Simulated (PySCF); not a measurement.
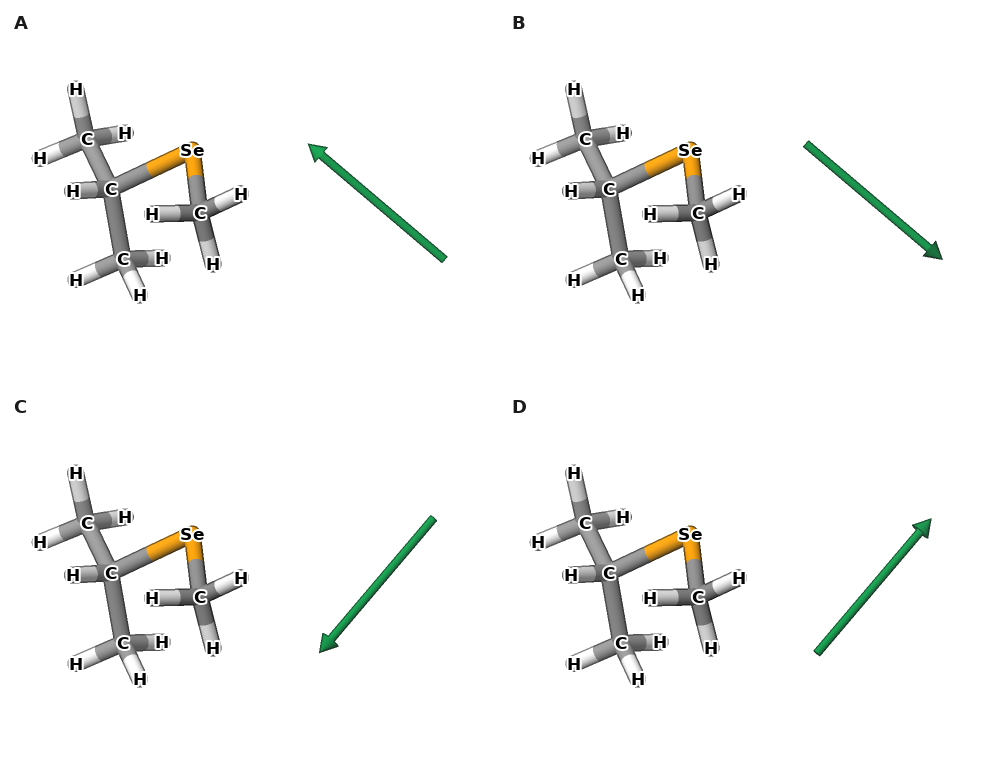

The same molecule four times, each with an arrow. Computed geometry: PBE0-D3(BJ)/def2-SVP optimisation. No frequency run is at hand to confirm it as a minimum. Method: ωB97X-D/def2-SVPD in dichloromethane (IEF-PCM) (PySCF 2.14.0).

Which arrow points along the dipole moment, from the negative to the positive end?

C. The dipole moment is 2.37 D.
